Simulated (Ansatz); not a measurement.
Ga$_{2}$SbP$_{3}$

The calculation's input:

```
crystal:
  lattice:
    - [-1.9256767608, 6.9686638959, 2.3798960767]
    - [1.9256767608, -6.9686638959, 2.3798960767]
    - [1.9256767608, 6.9686638959, -2.3798960767]
  atoms:
    - { symbol: Ga, position: [0.4065724934, 0.2404368656, 0.1661356278] }
    - { symbol: Ga, position: [0.0743012378, 0.2404368656, 0.8338643722] }
    - { symbol: Sb, position: [0.6850675792, 0.1850675792, 0.5] }
    - { symbol: P, position: [0.3397312214, 0.0216104666, 0.3181207548] }
    - { symbol: P, position: [0.7034897118, 0.0216104666, 0.6818792452] }
    - { symbol: P, position: [0.0498357464, 0.0498357464, 0.0] }
kpoints:
  mp_grid: { grid: [8, 8, 8] }
hamiltonian:
  xc: r2scan
  dispersion: rvv10
scf:
  occupations: { method: fermi_dirac, width: 0.03 }
relax:
  f_tol: 0.01
  cell: {}
  max_steps: 120
output:
  write_density: true
  write_potential: true
  elf: true
  volumetric_format: npy
```

Command:

```sh
ansatz run input.yaml --threads 2 --pin off --max-ram 29491MiB --backend cpu --events-out ev --progress --plain --runs-dir out
```

Below, planes, directions and counts refer to the conventional cell (a = 3.84 Å, b = 13.82 Å, c = 4.92 Å, α = 90.00°, β = 90.00°, γ = 90.00°).

The fields are those of the relaxed geometry.

Space group Imm2; a structure from a database of computed crystals, not necessarily the ambient phase; started from the Cu2GeS3-44 prototype, which need not be the ambient phase.

The calculation used Ansatz 0.2.0, DFT, r2SCAN+rVV10, plane waves, PAW.

In a PAW calculation such maps are meaningful between the atoms, not at the nuclei.

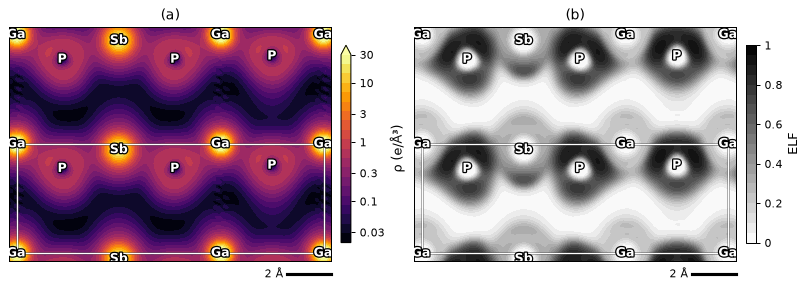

Figure 1. (a) valence electron density; (b) electron localisation function on the (100) plane of the conventional cell.

### Read the bonding off the picture.

- Atoms in the plane: Ga, Sb and P.
- Ga–P (2.35 Å): the density is about 0.55 e/Å³ at the midpoint; the ELF peaks at about 0.90 in the valence shell of P, 0.8 Å from its nucleus, and is about 0.75 at the midpoint.
- Ga–P (2.51 Å): ρ at the midpoint is about 0.43 e/Å³; the ELF peaks at about 0.90 in the valence shell of P, 0.9 Å from its nucleus, and is about 0.75 at the midpoint.
- Sb–P (2.68 Å): the density is about 0.4 e/Å³ at the midpoint; the ELF peaks at about 0.85 in the valence shell of P, 0.8 Å from its nucleus, and is about 0.60 at the midpoint.
- Between the atoms the lowest density in this plane is 0.003 e/Å³.

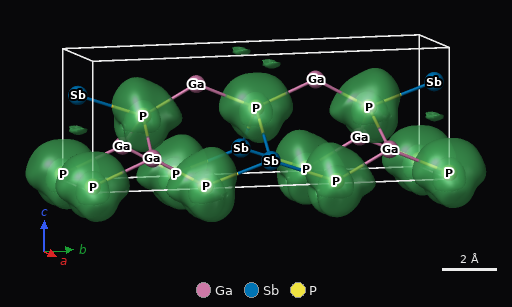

Figure 2. Isosurface of the ELF at 0.65 (green), seen slightly off an axis. Only the valence region is drawn (cores and ρ < 0.01 e/Å³ removed). Sticks mark near contacts.

### What do the ELF domains correspond to?

The surface consists of six regions on P in which the atom's valence shell and bonds are merged and two lobes on Sb, pointing away from the bonds (lone pairs), counted in one cell of 12 atoms. Regions shared between cells count once. Profiles from the grid: Sb–P (2.59 Å): the ELF peaks at about 0.90 in the valence shell of P, 0.9 Å from its nucleus, and is about 0.75 at the midpoint.
